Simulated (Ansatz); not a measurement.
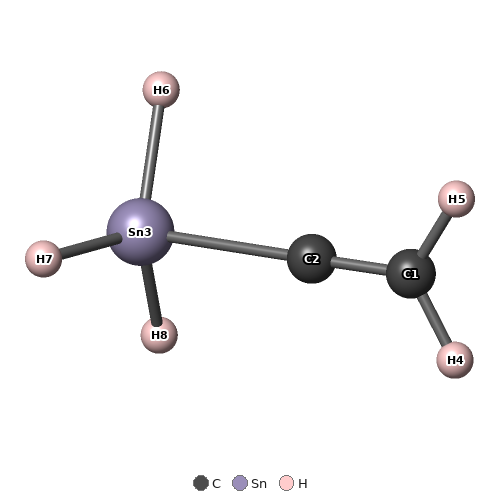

The system is C2H5Sn, SMILES C=[C+][SnH3], charge +1; the picture shows the grid point nearest to the relaxed geometry. Two internal coordinates are moved rigidly from the geometry relaxed at PBE0-D4/def2-TZVP, all others fixed. The first coordinate is: bond Sn3–H7; the second: bond C1–H5. The grid has 6 × 7 points. At 1 point there is no value. All energies are given in eV relative to the lowest grid point. These are results of RKS r2SCAN-D4/def2-TZVPP (Ansatz 0.2.0), not measurements.

Its coordinates:

```tsv
atom	x (Å)	y (Å)	z (Å)
C	-0.8583	1.0466	-1.2829
C	-0.2533	0.3300	-0.4312
Sn	0.7628	-0.9155	1.1030
H	-1.6689	0.6349	-1.8956
H	-0.5826	2.1212	-1.4365
H	1.0788	0.3041	2.2292
H	2.0247	-1.5426	0.2736
H	-0.5350	-1.9373	1.4619
```

Range: bond Sn3–H7 from 1.381 to 2.218 Å; bond C1–H5 from 0.987 to 1.316 Å.

Question: Predict the map.

Answer: The lowest grid point is at bond Sn3–H7 = 1.635 Å, bond C1–H5 = 1.120 Å. The highest grid point, bond Sn3–H7 = 1.381 Å, bond C1–H5 = 1.316 Å, lies 1.58 eV above the lowest.

| bond C1–H5 ↓, bond Sn3–H7 → | 1.381 | 1.484 | 1.635 | 1.811 | 2.007 | 2.218 |
| --- | --- | --- | --- | --- | --- | --- |
| 1.316 | 1.58 | 0.90 | 0.53 | 0.61 | 1.03 | – |
| 1.246 | 1.32 | 0.65 | 0.27 | 0.36 | 0.78 | 1.37 |
| 1.181 | 1.14 | 0.47 | 0.09 | 0.18 | 0.60 | 1.19 |
| 1.120 | 1.05 | 0.38 | 0.00 | 0.09 | 0.51 | 1.10 |
| 1.065 | 1.06 | 0.38 | 0.01 | 0.09 | 0.51 | 1.11 |
| 1.019 | 1.15 | 0.48 | 0.10 | 0.19 | 0.61 | 1.20 |
| 0.987 | 1.28 | 0.61 | 0.23 | 0.32 | 0.74 | 1.33 |

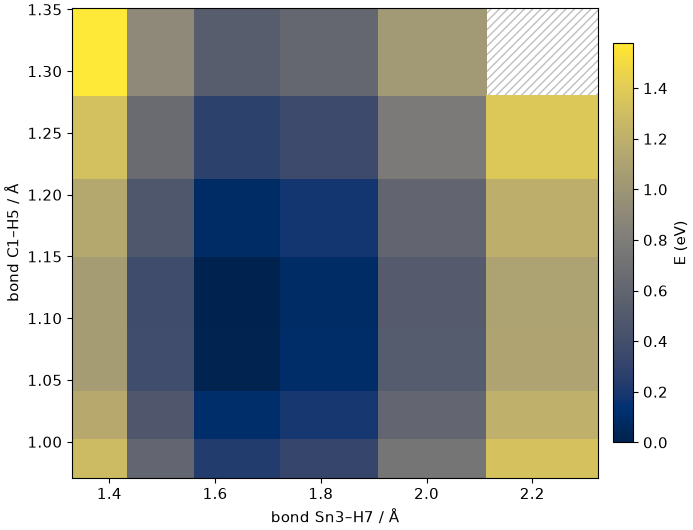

Drawn: one coloured cell a grid point, hatched blanks where no value was computed.

Each point was launched as `ansatz run in.yaml --threads 2 --pin off --events-out ev --progress --plain --max-ram 4352MiB`.
